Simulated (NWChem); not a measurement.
# BN2H5 (SMILES NBN) at 6 levels

We compute a comparison of 6 runs (B3LYP/6-311+G**, CAM-B3LYP/6-311+G**, B2PLYP/6-311+G**, BHLYP/6-311+G**, M06-2X/6-311+G**, M06-L/6-311+G**) of BN2H5. 

The results are computed with NWChem 7.3.0.

2 further runs of the same task are left out: 2 set aside as unsound or not needed.

**1. Starting point**

BN2H5 has 8 atoms, charge 0, and is taken as a singlet. As SMILES, `NBN`. The coordinates come from a PBE0-D4/def2-TZVP relaxation.

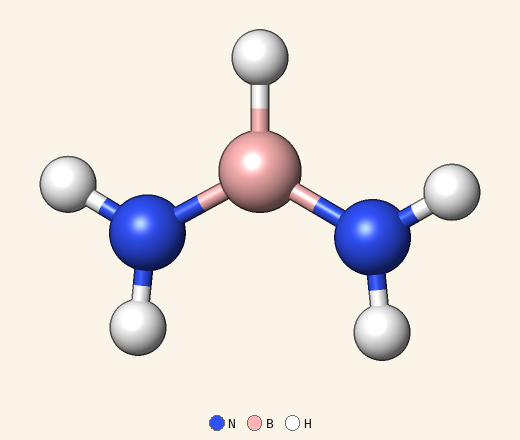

Viewed from a chosen angle; nitrogen blue, boron pink, hydrogen white.

**2. Energy and gradient at B3LYP/6-311+G(d,p) (run 1)**

bh5n2.xyz

```xyz
8

N     -0.971000     0.516500    -0.581100
B      0.194200     0.386600     0.200500
N      0.848200    -0.845200     0.401400
H     -1.426800    -0.244500    -1.053400
H     -1.423900     1.400900    -0.713700
H      0.649700     1.368600     0.718000
H      1.676700    -0.919800     0.960900
H      0.545000    -1.720300     0.011600
```

run.py

```python
from ase.io import read
from ase.calculators.nwchem import NWChem

system = read('bh5n2.xyz')

calc = NWChem(
    label='bh5n2',
    theory='dft',
    memory='2200 mb',
    basis='6-311+G**',
    basispar='spherical bse',
    dft={'xc': 'b3lyp', 'mult': '1', 'grid': 'fine', 'convergence': 'energy 1e-08', 'iterations': '100', 'mulliken': None, 'print': 'low'},
)
system.calc = calc

forces = system.get_forces()
e = system.get_potential_energy()
print(f"E = {e:.6f} eV")
print("forces (eV/A):")
for s, f in zip(system.symbols, forces):
    print(f"{s:2s} {f[0]:10.5f} {f[1]:10.5f} {f[2]:10.5f}")
```

On the command line:

```console
$ export ASE_NWCHEM_COMMAND="nwchem PREFIX.nwi > PREFIX.nwo"
$ python run.py
```

Standard output:

```text
E = -3741.619251 eV
forces (eV/A):
N    -0.08716    0.02566   -0.05523
B     0.13041    0.28328    0.14882
N     0.06520   -0.07934    0.02895
H    -0.06952   -0.10464   -0.06973
H    -0.07328    0.12372   -0.02551
H    -0.04325   -0.09364   -0.04931
H     0.11776   -0.02165    0.07718
H    -0.04011   -0.13334   -0.05523
```

The calculator wrote bh5n2.nwi:

```
title "bh5n2"

permanent_dir bh5n2

scratch_dir bh5n2

start bh5n2

geometry units angstrom nocenter noautosym noautoz
  N  -9.7099999999999997e-01 5.1649999999999996e-01 -5.8109999999999995e-01
  B  1.9420000000000001e-01 3.8660000000000000e-01 2.0050000000000001e-01
  N  8.4819999999999995e-01 -8.4519999999999995e-01 4.0139999999999998e-01
  H  -1.4268000000000001e+00 -2.4450000000000000e-01 -1.0533999999999999e+00
  H  -1.4238999999999999e+00 1.4009000000000000e+00 -7.1370000000000000e-01
  H  6.4970000000000006e-01 1.3686000000000000e+00 7.1799999999999997e-01
  H  1.6767000000000001e+00 -9.1979999999999995e-01 9.6089999999999998e-01
  H  5.4500000000000004e-01 -1.7202999999999999e+00 1.1599999999999999e-02
end

memory 2200 mb

basis spherical bse noprint
   * library 6-311+G**
end

dft
  xc b3lyp
  mult 1
  grid fine
  convergence energy 1e-08
  iterations 100
  mulliken
  print low
end

task dft gradient
```

bh5n2.nwo:

```text
Northwest Computational Chemistry Package (NWChem) 7.3.0
             --------------------------------------------------------

           Job information
           ---------------

    nwchem branch   = 7.3.0
    use scalapack   = T
    input           = bh5n2.nwi
    prefix          = bh5n2.
    data base       = bh5n2/bh5n2.db
    status          = startup
    nproc           =        1

           Memory information
           ------------------

    heap     =     72089594 doubles =      550.0 Mbytes
    stack    =     72089599 doubles =      550.0 Mbytes
    global   =    144179200 doubles =     1100.0 Mbytes (distinct from heap & stack)
    total    =    288358393 doubles =     2200.0 Mbytes
    verify   = yes
    hardfail = no

           Directory information
           ---------------------

  0 permanent = bh5n2
  0 scratch   = bh5n2

                                NWChem Input Module
                                -------------------

                                       bh5n2
                                       -----

[... 25 lines left out ...]
            Nuclear Dipole moment (a.u.)
[... 74 lines left out ...]
   convergence    iter        energy       DeltaE   RMS-Dens  Diis-err    time
[... 11 lines left out ...]
         Total DFT energy =     -137.501972424643
      One electron energy =     -321.421388011094
           Coulomb energy =      134.919703112158
    Exchange-Corr. energy =      -19.852887328726
 Nuclear repulsion energy =       68.852599803019
[... 17 lines left out ...]
     -------------------------------------------
      Total Density - Lowdin Population Analysis
     -------------------------------------------

    Atom       Charge   Shell Charges
 -----------   ------   -------------------------------------------------------
    1 N    7     7.11   1.04  0.94  0.80  0.57  1.68  0.36  1.29  0.09  0.31  0.03
    2 B    5     5.18   1.06  0.90  0.49  0.39  1.10  0.20  0.53  0.05  0.07  0.38
    3 N    7     7.11   1.04  0.94  0.80  0.57  1.68  0.36  1.29  0.09  0.31  0.03
[... 4 lines of this table left out ...]
    8 H    1     0.91   0.28  0.38  0.12  0.13

                         DFT ENERGY GRADIENTS

    atom               coordinates                        gradient
                 x          y          z           x          y          z
   1 N      -1.834924   0.976043  -1.098120    0.001695  -0.000499   0.001074
   2 B       0.366985   0.730568   0.378890   -0.002536  -0.005509  -0.002894
   3 N       1.602866  -1.597196   0.758536   -0.001268   0.001543  -0.000563
[... 4 lines of this table left out ...]
   8 H       1.029901  -3.250896   0.021921    0.000780   0.002593   0.001074

 Task  times  cpu:       23.2s     wall:       23.2s
 Total times  cpu:       23.2s     wall:       23.2s
```

It took 25 s on 1 thread of Intel Xeon Platinum 8259CL at 2.50GHz (Skylake/Cascade Lake), shared host; peak memory 0.12 GiB.

**3. Energy and gradient at CAM-B3LYP/6-311+G(d,p) (run 2)**

run.py

```python
from ase import Atoms
from ase.calculators.nwchem import NWChem

atoms = Atoms(['N', 'B', 'N', 'H', 'H', 'H', 'H', 'H'], positions=[
    [-0.971000, 0.516500, -0.581100],
    [0.194200, 0.386600, 0.200500],
    [0.848200, -0.845200, 0.401400],
    [-1.426800, -0.244500, -1.053400],
    [-1.423900, 1.400900, -0.713700],
    [0.649700, 1.368600, 0.718000],
    [1.676700, -0.919800, 0.960900],
    [0.545000, -1.720300, 0.011600],
])

calc = NWChem(
    label='geom',
    theory='dft',
    memory='2200 mb',
    basis='6-311+G**',
    basispar='spherical bse',
    dft={'xc': 'xcamb88 1.00 lyp 0.81 vwn_5 0.19 hfexch 1.00', 'cam': '0.33 cam_alpha 0.19 cam_beta 0.46', 'mult': '1', 'grid': 'fine', 'convergence': 'energy 1e-08', 'direct': None, 'iterations': '100', 'mulliken': None, 'print': 'low'},
)
atoms.calc = calc

forces = atoms.get_forces()
e = atoms.get_potential_energy()
print(f"E = {e:.6f} eV")
print("forces (eV/A):")
for s, f in zip(atoms.symbols, forces):
    print(f"{s:2s} {f[0]:10.5f} {f[1]:10.5f} {f[2]:10.5f}")
```

On the command line:

```console
$ export ASE_NWCHEM_COMMAND="nwchem PREFIX.nwi > PREFIX.nwo"
$ python run.py
```

Standard output:

```text
E = -3739.552367 eV
forces (eV/A):
N    -0.00283   -0.00622   -0.00324
B     0.08253    0.18013    0.09441
N     0.00242   -0.00098    0.00149
H    -0.03188   -0.08032   -0.03862
H    -0.04273    0.09621   -0.00998
H    -0.04988   -0.10793   -0.05682
H     0.08402   -0.00108    0.05800
H    -0.04165   -0.07976   -0.04530
```

The calculator wrote geom.nwi:

```
title "geom"

permanent_dir geom

scratch_dir geom

start geom

geometry units angstrom nocenter noautosym noautoz
  N  -9.7099999999999997e-01 5.1649999999999996e-01 -5.8109999999999995e-01
  B  1.9420000000000001e-01 3.8660000000000000e-01 2.0050000000000001e-01
  N  8.4819999999999995e-01 -8.4519999999999995e-01 4.0139999999999998e-01
  H  -1.4268000000000001e+00 -2.4450000000000000e-01 -1.0533999999999999e+00
  H  -1.4238999999999999e+00 1.4009000000000000e+00 -7.1370000000000000e-01
  H  6.4970000000000006e-01 1.3686000000000000e+00 7.1799999999999997e-01
  H  1.6767000000000001e+00 -9.1979999999999995e-01 9.6089999999999998e-01
  H  5.4500000000000004e-01 -1.7202999999999999e+00 1.1599999999999999e-02
end

memory 2200 mb

basis spherical bse noprint
   * library 6-311+G**
end

dft
  xc xcamb88 1.00 lyp 0.81 vwn_5 0.19 hfexch 1.00
  cam 0.33 cam_alpha 0.19 cam_beta 0.46
  mult 1
  grid fine
  convergence energy 1e-08
  direct
  iterations 100
  mulliken
  print low
end

task dft gradient
```

geom.nwo, shortened:

```text
[...]
         Total DFT energy =     -137.426015861978
      One electron energy =     -321.410772416850
           Coulomb energy =      134.905263251633
    Exchange-Corr. energy =      -19.773106499780
 Nuclear repulsion energy =       68.852599803019
[... 17 lines left out ...]
     -------------------------------------------
      Total Density - Lowdin Population Analysis
[...]
                         DFT ENERGY GRADIENTS
    atom               coordinates                        gradient
                 x          y          z           x          y          z
   1 N      -1.834924   0.976043  -1.098120    0.000055   0.000121   0.000063
   2 B       0.366985   0.730568   0.378890   -0.001605  -0.003503  -0.001836
   3 N       1.602866  -1.597196   0.758536   -0.000047   0.000019  -0.000029
[... 4 lines of this table left out ...]
   8 H       1.029901  -3.250896   0.021921    0.000810   0.001551   0.000881
 Task  times  cpu:      103.4s     wall:      103.4s
 Total times  cpu:      103.4s     wall:      103.4s
```

It took 1.7 min on 1 thread of Intel Xeon Platinum 8259CL at 2.50GHz (Skylake/Cascade Lake), shared host; peak memory 0.11 GiB.

Runs 3 to 4 aren't shown in full; the table further down has their settings and results.

**4. Energy and gradient at M06-2X/6-311+G(d,p) (run 5)**

run.py

```python
from ase import Atoms
from ase.calculators.nwchem import NWChem

molecule = Atoms(['N', 'B', 'N', 'H', 'H', 'H', 'H', 'H'], positions=[
    [-0.971000, 0.516500, -0.581100],
    [0.194200, 0.386600, 0.200500],
    [0.848200, -0.845200, 0.401400],
    [-1.426800, -0.244500, -1.053400],
    [-1.423900, 1.400900, -0.713700],
    [0.649700, 1.368600, 0.718000],
    [1.676700, -0.919800, 0.960900],
    [0.545000, -1.720300, 0.011600],
])

calc = NWChem(
    label='a',
    theory='dft',
    memory='2200 mb',
    basis='6-311+G**',
    basispar='spherical bse',
    dft={'xc': 'm06-2x', 'mult': '1', 'grid': 'fine', 'convergence': 'energy 1e-08', 'iterations': '100', 'mulliken': None},
)
molecule.calc = calc

forces = molecule.get_forces()
print("Total energy (eV):", round(molecule.get_potential_energy(), 6))
print("forces (eV/A):")
for s, f in zip(molecule.symbols, forces):
    print(f"{s:2s} {f[0]:10.5f} {f[1]:10.5f} {f[2]:10.5f}")
print("dipole (e A):", molecule.get_dipole_moment().round(4))
```

On the command line:

```console
$ export ASE_NWCHEM_COMMAND="nwchem PREFIX.nwi > PREFIX.nwo"
$ python run.py
```

Standard output:

```text
Total energy (eV): -3739.640279
forces (eV/A):
N    -0.08012   -0.01697   -0.05908
B     0.14573    0.31640    0.16625
N     0.03250   -0.09210    0.00370
H    -0.03378   -0.08078   -0.04006
H    -0.04659    0.09585   -0.01270
H    -0.06232   -0.13473   -0.07096
H     0.08557   -0.00550    0.05816
H    -0.04103   -0.08217   -0.04535
dipole (e A): [-0.1003 -0.2162 -0.1138]
```

The calculator wrote a.nwi:

```
title "a"

permanent_dir a

scratch_dir a

start a

geometry units angstrom nocenter noautosym noautoz
  N  -9.7099999999999997e-01 5.1649999999999996e-01 -5.8109999999999995e-01
  B  1.9420000000000001e-01 3.8660000000000000e-01 2.0050000000000001e-01
  N  8.4819999999999995e-01 -8.4519999999999995e-01 4.0139999999999998e-01
  H  -1.4268000000000001e+00 -2.4450000000000000e-01 -1.0533999999999999e+00
  H  -1.4238999999999999e+00 1.4009000000000000e+00 -7.1370000000000000e-01
  H  6.4970000000000006e-01 1.3686000000000000e+00 7.1799999999999997e-01
  H  1.6767000000000001e+00 -9.1979999999999995e-01 9.6089999999999998e-01
  H  5.4500000000000004e-01 -1.7202999999999999e+00 1.1599999999999999e-02
end

memory 2200 mb

basis spherical bse noprint
   * library 6-311+G**
end

dft
  xc m06-2x
  mult 1
  grid fine
  convergence energy 1e-08
  iterations 100
  mulliken
end

task dft gradient
```

a.nwo, shortened:

```text
[...]
         Total DFT energy =     -137.429246566140
[...]
  wavefunction    = closed shell
                         DFT ENERGY GRADIENTS
    atom               coordinates                        gradient
                 x          y          z           x          y          z
   1 N      -1.834924   0.976043  -1.098120    0.001558   0.000330   0.001149
   2 B       0.366985   0.730568   0.378890   -0.002834  -0.006153  -0.003233
   3 N       1.602866  -1.597196   0.758536   -0.000632   0.001791  -0.000072
[... 4 lines of this table left out ...]
   8 H       1.029901  -3.250896   0.021921    0.000798   0.001598   0.000882
[...]
```

It took 32 s on 1 thread of Intel Xeon Platinum 8259CL at 2.50GHz (Skylake/Cascade Lake), shared host; peak memory 0.12 GiB.

**5. Energy and gradient at M06-L/6-311+G(d,p) (run 6)**

run.xyz

```xyz
8

N     -0.971000     0.516500    -0.581100
B      0.194200     0.386600     0.200500
N      0.848200    -0.845200     0.401400
H     -1.426800    -0.244500    -1.053400
H     -1.423900     1.400900    -0.713700
H      0.649700     1.368600     0.718000
H      1.676700    -0.919800     0.960900
H      0.545000    -1.720300     0.011600
```

run.py

```python
from ase.io import read
from ase.calculators.nwchem import NWChem

mol = read('run.xyz')

calc = NWChem(
    label='run',
    theory='dft',
    memory='2200 mb',
    basis='6-311+G**',
    basispar='spherical bse',
    dft={'xc': 'm06-l', 'mult': '1', 'grid': 'fine', 'convergence': 'energy 1e-08', 'iterations': '100', 'mulliken': None},
)
mol.calc = calc

forces = mol.get_forces()
print(f"energy = {mol.get_potential_energy():.6f} eV")
print("forces (eV/A):")
for s, f in zip(mol.symbols, forces):
    print(f"{s:2s} {f[0]:10.5f} {f[1]:10.5f} {f[2]:10.5f}")
print("dipole (e A):", mol.get_dipole_moment().round(4))
```

On the command line:

```console
$ export ASE_NWCHEM_COMMAND="nwchem PREFIX.nwi > PREFIX.nwo"
$ python run.py
```

Standard output:

```text
energy = -3740.697074 eV
forces (eV/A):
N     0.04870    0.00987    0.03579
B     0.12701    0.27598    0.14501
N    -0.01147    0.06402    0.00519
H    -0.06849   -0.04237   -0.05620
H    -0.07199    0.05050   -0.03965
H    -0.09271   -0.20029   -0.10552
H     0.06664   -0.05569    0.03476
H     0.00226   -0.10207   -0.01939
dipole (e A): [-0.1112 -0.2397 -0.1263]
```

The calculator wrote run.nwi:

```
title "run"

permanent_dir run

scratch_dir run

start run

geometry units angstrom nocenter noautosym noautoz
  N  -9.7099999999999997e-01 5.1649999999999996e-01 -5.8109999999999995e-01
  B  1.9420000000000001e-01 3.8660000000000000e-01 2.0050000000000001e-01
  N  8.4819999999999995e-01 -8.4519999999999995e-01 4.0139999999999998e-01
  H  -1.4268000000000001e+00 -2.4450000000000000e-01 -1.0533999999999999e+00
  H  -1.4238999999999999e+00 1.4009000000000000e+00 -7.1370000000000000e-01
  H  6.4970000000000006e-01 1.3686000000000000e+00 7.1799999999999997e-01
  H  1.6767000000000001e+00 -9.1979999999999995e-01 9.6089999999999998e-01
  H  5.4500000000000004e-01 -1.7202999999999999e+00 1.1599999999999999e-02
end

memory 2200 mb

basis spherical bse noprint
   * library 6-311+G**
end

dft
  xc m06-l
  mult 1
  grid fine
  convergence energy 1e-08
  iterations 100
  mulliken
end

task dft gradient
```

run.nwo, shortened:

```text
[...]
         Total DFT energy =     -137.468083044410
[...]
  wavefunction    = closed shell
                         DFT ENERGY GRADIENTS
    atom               coordinates                        gradient
                 x          y          z           x          y          z
   1 N      -1.834924   0.976043  -1.098120   -0.000947  -0.000192  -0.000696
   2 B       0.366985   0.730568   0.378890   -0.002470  -0.005367  -0.002820
   3 N       1.602866  -1.597196   0.758536    0.000223  -0.001245  -0.000101
[... 4 lines of this table left out ...]
   8 H       1.029901  -3.250896   0.021921   -0.000044   0.001985   0.000377
[...]
```

Run time: 37 s. Hardware: 1 thread of Intel Xeon Platinum 8259CL at 2.50GHz (Skylake/Cascade Lake), shared host; peak memory 0.12 GiB.

**6. All runs side by side**

| run | level | task | frozen core orbitals | energy (Eh) | largest force (eV/Å) | wall time |
| --- | --- | --- | --- | --- | --- | --- |
| 1 | B3LYP/6-311+G** | gradient | – | -137.501972 | 0.346 | 25 s |
| 2 | CAM-B3LYP/6-311+G** | gradient | – | -137.426016 | 0.219 | 1.7 min |
| 3 | B2PLYP/6-311+G** | energy | 3 | -137.352082 | – | 21 s |
| 4 | BHLYP/6-311+G** | gradient | – | -137.412871 | 0.289 | 24 s |
| 5 | M06-2X/6-311+G** | gradient | – | -137.429247 | 0.386 | 32 s |
| 6 | M06-L/6-311+G** | gradient | – | -137.468083 | 0.337 | 37 s |

**7. Outcome**

```
                       quantity          value
            run 6: total energy  -137.46808 Eh
           run 6: dipole moment         1.41 D
             run 6: HOMO energy       -5.77 eV
             run 6: LUMO energy       -0.03 eV
           run 6: HOMO–LUMO gap        5.74 eV
run 6: largest force on an atom     0.337 eV/Å
```

What this shows: Over runs 3, 4, 5, 6 the dipole moment (its size) runs from 1.27 D (M06-2X/6-311+G**) to 1.41 D (M06-L/6-311+G**). Over runs 3, 4, 5, 6 the HOMO–LUMO gap runs from 5.74 eV (M06-L/6-311+G**) to 8.79 eV (B2PLYP/6-311+G**). A double hybrid's value is that of its SCF part. Totals of different functionals can't be ranked against each other. All runs together took 4.1 min, the longest 1.7 min.
